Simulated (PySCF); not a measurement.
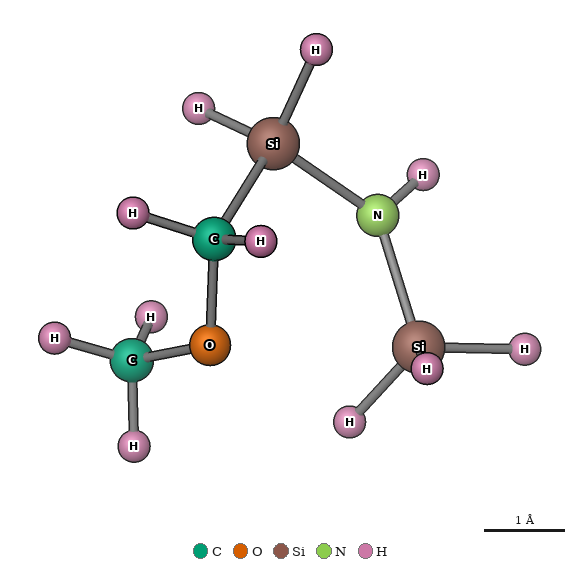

C₂H₁₁NOSi₂, before the relaxation. The picture is a ball-and-stick view, seen at a tilt.

The start comes from GFN2-xTB. Its atoms were then displaced at random by about 0.01 Å.

The calculation used PBE0-D3(BJ)/def2-SVP geometry optimisation, gas phase (PySCF 2.14.0, density-fitted response routines).

```xyz
17

C     1.7519    0.0522   -1.0784
O     1.0523    0.8964   -0.1752
C     0.9372    0.3335    1.1170
Si   -0.2673   -1.0937    1.2119
N    -1.5814   -0.5990    0.1716
Si   -1.7630    0.8476   -0.8055
H     1.8201    0.6344   -2.0138
H     1.2044   -0.8522   -1.2682
H     2.7367   -0.1611   -0.6999
H     0.6259    1.1557    1.7723
H     1.9448    0.0312    1.4835
H     0.2941   -2.3625    0.7590
H    -0.7650   -1.2475    2.5978
H    -2.3728   -1.2271    0.1422
H    -1.4519    2.0258   -0.0284
H    -3.1924    0.8375   -1.1304
H    -0.9902    0.7407   -2.0453
```

**Predict the outcome.**

The atom that moves furthest after the best rigid fit is H17 (0.15 Å). By element the largest moves are H 0.15 Å, C 0.04 Å, N 0.04 Å, O 0.03 Å, Si 0.03 Å. Some distances before and after: Si6–H15 1.445 → 1.491 Å, Si4–H12 1.460 → 1.500 Å, C3–Si4 1.870 → 1.905 Å, C1–H8 1.074 → 1.108 Å. Bond angles that change, for instance: N5–Si4–H13 109.5° → 113.7°, H15–Si6–H17 113.6° → 109.7°, N5–Si6–H17 110.9° → 114.6°. The energy falls by 17.2 kJ/mol in 5 geometry steps. Cost: 2.6 min on 1 thread of Intel(R) Xeon(R) Processor @ 2.50GHz, with other jobs on the host.

Final geometry:

```xyz
17

C     1.7426    0.0555   -1.0784
O     1.0605    0.8687   -0.1709
C     0.9731    0.3339    1.1312
Si   -0.2911   -1.0881    1.2267
N    -1.5611   -0.6141    0.1428
Si   -1.7842    0.8465   -0.7973
H     1.7757    0.5857   -2.0399
H     1.2376   -0.9179   -1.2347
H     2.7795   -0.1437   -0.7452
H     0.6189    1.1522    1.7794
H     1.9693    0.0354    1.5165
H     0.2958   -2.4101    0.8304
H    -0.7387   -1.2368    2.6500
H    -2.3335   -1.2676    0.0491
H    -1.4979    2.0797   -0.0095
H    -3.2396    0.8501   -1.1569
H    -1.0234    0.8824   -2.0832
```

After the run, drawn alike:

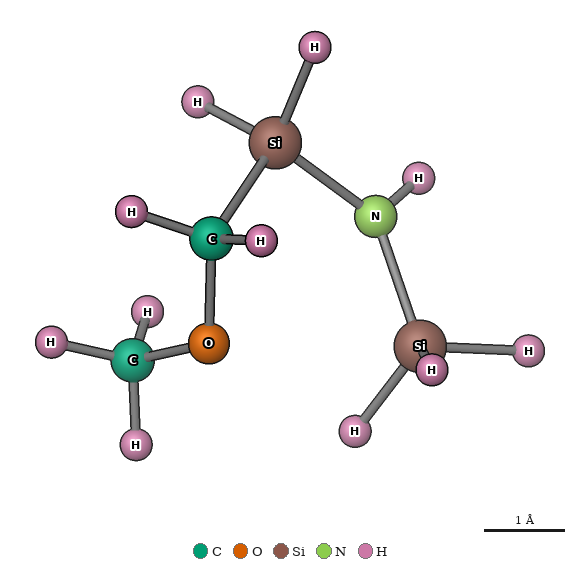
